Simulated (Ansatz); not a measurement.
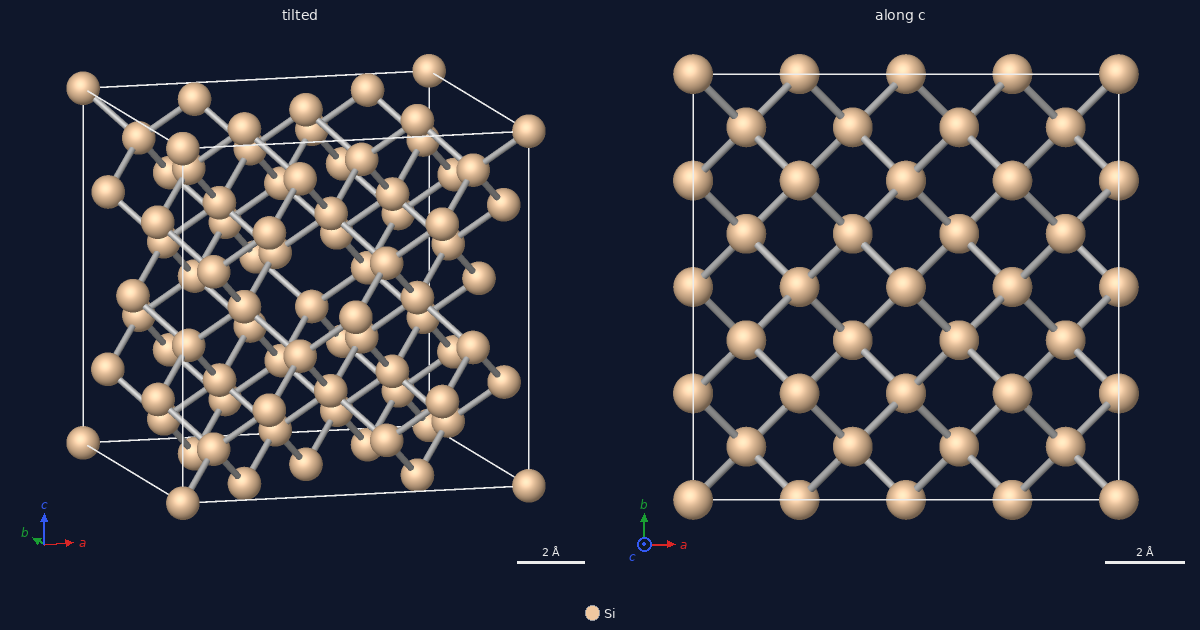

Crystal structure, ball-and-stick style, seen slightly off an axis and along the c axis. The parallelepiped is the conventional unit cell.

The element is silicon. Space group: F-43m (No. 216). Lattice: face-centred cubic. The cell holds 60 atoms. Counting contacts within bonding distance, the coordination numbers are Si 3 to 4 (mean 3.7). The bonds build a three-dimensional framework.

Starting structure: a structure listed in the Materials Project, repeated into a supercell with a point defect put in. Earlier steps of the study may have refined or changed the cell and positions. It was run through Ansatz as a DFT input.
